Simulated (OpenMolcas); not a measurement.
**A ladder of methods for CH5NSi (SMILES C[Si]N)**

CH5NSi has 8 atoms, charge 0, and is taken as a singlet. SMILES: `C[Si]N`. The coordinates come from a PBE0-D4/def2-TZVP relaxation. This is one conformer, not always the lowest.

| atom | x (Å) | y (Å) | z (Å) |
| --- | --- | --- | --- |
| C | -0.6600 | 0.8247 | -0.5521 |
| Si | 0.9638 | 0.6538 | 0.4277 |
| N | 0.9322 | -1.0344 | 0.6907 |
| H | -1.0264 | -0.1018 | -1.0043 |
| H | -0.5625 | 1.5834 | -1.3341 |
| H | -1.4314 | 1.1950 | 0.1359 |
| H | 1.6512 | -1.5019 | 1.2201 |
| H | 0.2252 | -1.6757 | 0.3603 |

Quantity: the electronic atomisation energy, in eV. The values are calculated. Electronic energies at fixed atoms, without zero-point motion or spin-orbit coupling.

```
           level             kind     program  value (eV)  CPU time (all runs)
    HF/def2-SVPD     Hartree–Fock  OpenMolcas       20.87                 34 s
 SVWN5/def2-SVPD              LDA  OpenMolcas       33.22                 62 s
   PBE/def2-SVPD              GGA  OpenMolcas       29.61                 75 s
revPBE/def2-SVPD              GGA  OpenMolcas       28.66                 69 s
  TPSS/def2-SVPD         meta-GGA  OpenMolcas       29.30                 88 s
 B3LYP/def2-SVPD    global hybrid  OpenMolcas       29.15                 77 s
M06-2X/def2-SVPD  hybrid meta-GGA  OpenMolcas       29.16              1.7 min
  PBE0/def2-SVPD    global hybrid  OpenMolcas       29.08                 75 s
```

The values span 20.87 to 33.22 eV. Times are those of the runs behind each value, whatever else they computed, on shared processors of several kinds: orders of magnitude only.

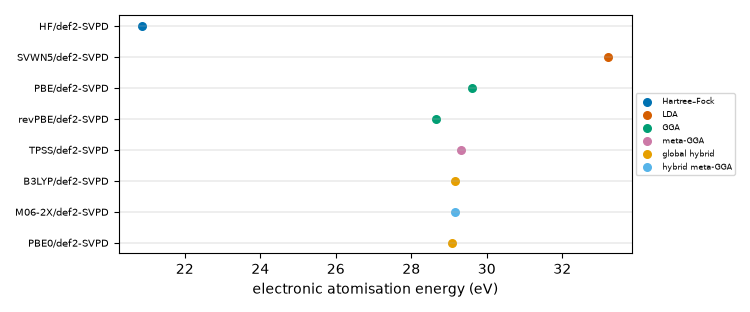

The values of the table, level by level.
